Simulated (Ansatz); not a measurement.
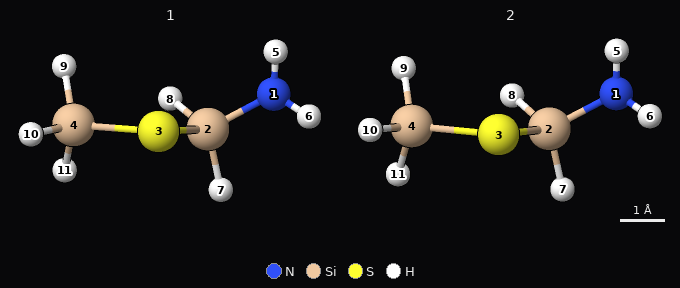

Two geometries of Si2NH7S, drawn at one scale. One is the start of a relaxation, the other its converged end. Style: ball-and-stick. Shown at a tilt.

Theory: RKS PBE0-D4/def2-TZVP (Ansatz). Settings: force threshold 0.005 eV/Å; at most 150 steps.

> Which geometry has the lower energy?

Structure 1 is the relaxed one. The start comes from PBE-D4/def2-SVP. The energy falls by 0.057 eV in 11 geometry steps. Largest force component: 0.58 eV/Å at the start, 0.003 eV/Å at the end. H11 moves most after the best rigid fit: 0.20 Å. Largest moves by element: H 0.20 Å, S 0.07 Å, N 0.06 Å, Si 0.06 Å. Among the contacts that change: Si2–S3 2.190 → 2.154 Å, N1–Si2 1.735 → 1.707 Å, S3–Si4 2.158 → 2.132 Å, Si4–H11 1.506 → 1.486 Å. Bond angles that change, for instance: Si2–N1–H5 118.6° → 120.7°. The run took 36 s on 4 threads of Arm Neoverse V1, on a shared host.
